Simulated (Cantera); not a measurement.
Charge: 1 mol AlN, 5.7 mol H₂O, held at 17.0 Pa.

Method: chemical equilibrium by Gibbs-energy minimisation in Cantera with the NASA 1993 tables (ideal gas, pure condensed phases). Candidate condensed phases: Al, AlN, Al₂O₃, H₂O; 35 gas species. The numbers say what is thermodynamically allowed, not how fast it happens.

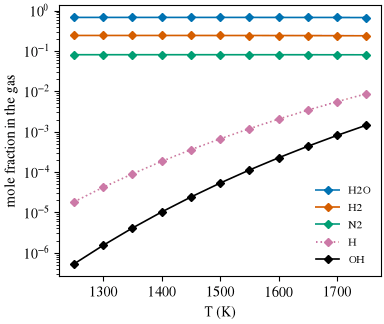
*Equilibrium gas composition (values under 1e-9 drawn at 1e-9)*

From 1250 K to 1750 K the condensed part is Al₂O₃(s).
